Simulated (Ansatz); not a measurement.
## WC: x(Ge) = 0.333, 6 atoms, P-6m2

The parent structure is WC (space group P-6m2, No. 187; a = 2.898 Å, c = 2.828 Å).

The other end (x = 1) is WGe (space group P-6m2, No. 187; a hypothetical phase, not in the database extracts checked): 15.61 Å³/atom, gap zero; this end may not be an ambient phase.

One thing is altered: a fraction x = 0.333 of the C sites is given to Ge, ordered in a cell of 6 atoms (starting symmetry P-6m2) and fully relaxed.

Calculations: PBEsol (Ansatz, an electronic-structure program), no SOC. Settings: 18×18×5 k-points, 0.05 eV Fermi–Dirac smearing, for the changed cell.

The volume per atom increases by 1.645 Å³ (10.29 Å³ → 11.93 Å³) and the shortest interatomic distance increases by 0.008 Å (2.191 Å → 2.199 Å). The band gap is still zero and the mixing energy comes out as +0.11 eV/atom (to 0.01 eV only: unlike meshes or grids) (against an end that may be hypothetical). The deviation of the volume from the linear (Vegard-type) interpolation comes out as -1.1 % and the mean first-shell distances is C–W 2.206 Å (end compound 2.191 Å), Ge–W 2.582 Å (end compound 2.562 Å).

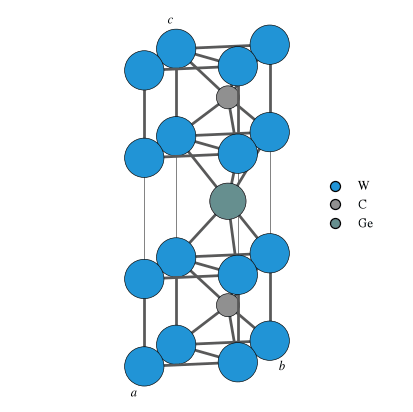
*The relaxed conventional cell after the change*

Cost of the whole job for the changed cell (relaxation, final SCF and bands): around 3.0 core-minutes (rough).

Each cell is one ordered arrangement of few atoms, which overstates ordering effects compared with a random alloy. No phonon test of stability was made. All final runs are without spin polarisation.
